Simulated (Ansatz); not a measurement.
**Cu$_{2}$I (doublet): density, localisation and related maps**

Input file:

```
crystal:
  periodic: [false, false, false]
  atoms:
    - {symbol: Cu, position_ang: [-0.364084, 0.239648, -1.310235]}
    - {symbol: Cu, position_ang: [0.912351, 0.910845, 0.492643]}
    - {symbol: I, position_ang: [-0.548267, -1.150493, 0.817592]}
basis:
  gaussian: {orbitals: def2-TZVP, initial_orbitals: start.molden}
magnetization: {spin_polarized: true, initial_magnetization: 1}
hamiltonian: {xc: pbe0, dispersion: d4}
scf: {omitted_lower_state_checks: [starts]}
output: {forces: true, orbitals: {seedname: orbitals}}
```

Command:

```sh
ansatz run in.yaml --threads 4 --pin off --events-out ev --progress --plain --max-ram 3916MiB
```

Geometry: r2SCAN-D4/def2-TZVP; core potentials replace the inner electrons of I.

Level of theory: UKS PBE0-D4/def2-TZVP (Ansatz 0.2.0).

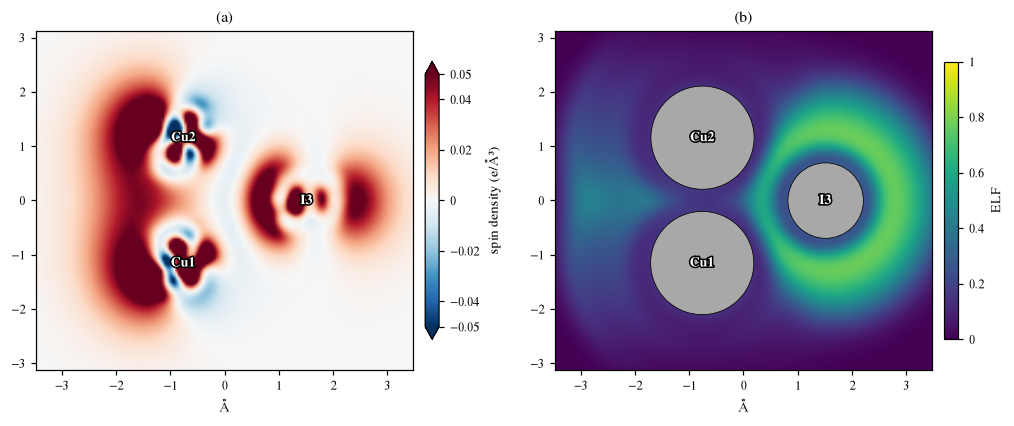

Figure 1. (a) spin density; (b) ELF on the molecular plane. Grey discs cover the atomic cores in the ELF map.

Read the bonding off the picture.

- Atoms in the plane: Cu and I.
- Cu–Cu (2.31 Å): the ELF is about 0.15 at the midpoint.
- Cu–I (2.55 Å): the ELF peaks at about 0.60 in the valence shell of I, 1.1 Å from its nucleus, and is about 0.50 at the midpoint.
- The unpaired spin (1 electron) lies mostly on Cu1 (about 0.4), Cu2 (about 0.4) and I3 (about 0.2), in electrons by Hirshfeld's partition.

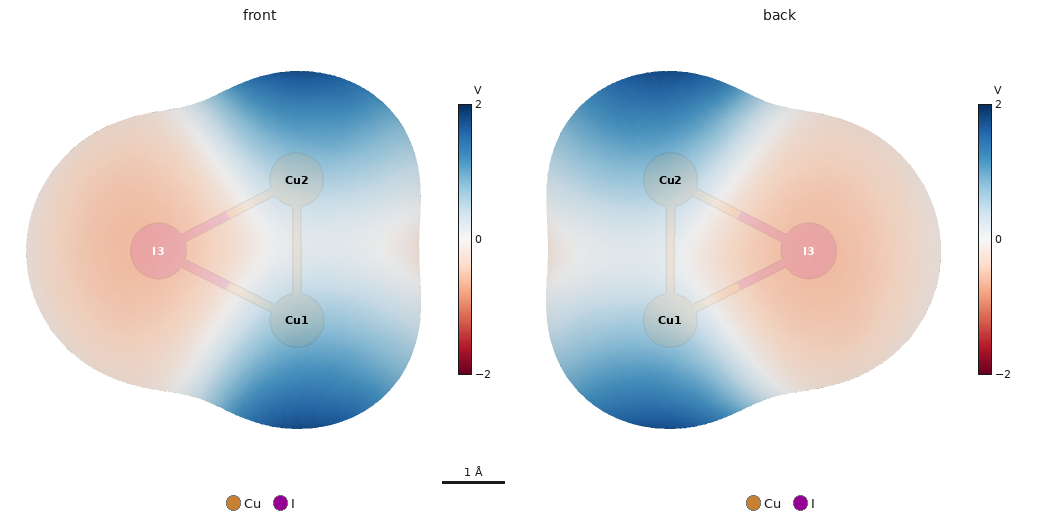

Figure 2. The electrostatic potential painted on the density surface at 0.002 e/bohr³, seen from the front and from behind; red is negative and blue positive.

Describe the electrostatic potential map.

The most negative region (about −0.6 V) lies over I3, the most positive (about +1.8 V) over Cu1 and Cu2.

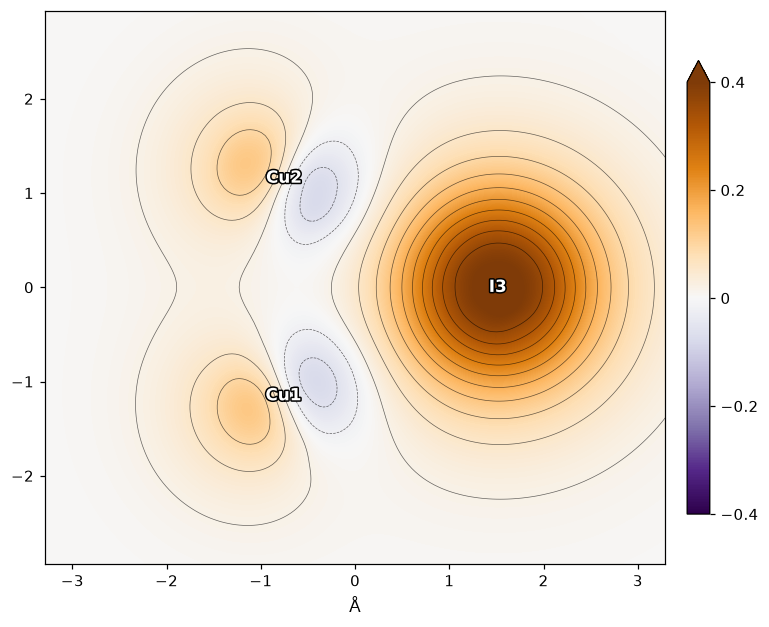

Figure 3. The HOMO−1 (β) on a plane 0.8 Å above the molecular plane (values in Å⁻³ᐟ²; the overall sign is arbitrary).

Where does this orbital lie, and at what energy?

By Hirshfeld shares it lies mainly on I3 (about 70 %), Cu1 (about 15 %) and Cu2 (about 15 %); it changes sign across the molecular plane (π type). Its energy is −7.07 eV.
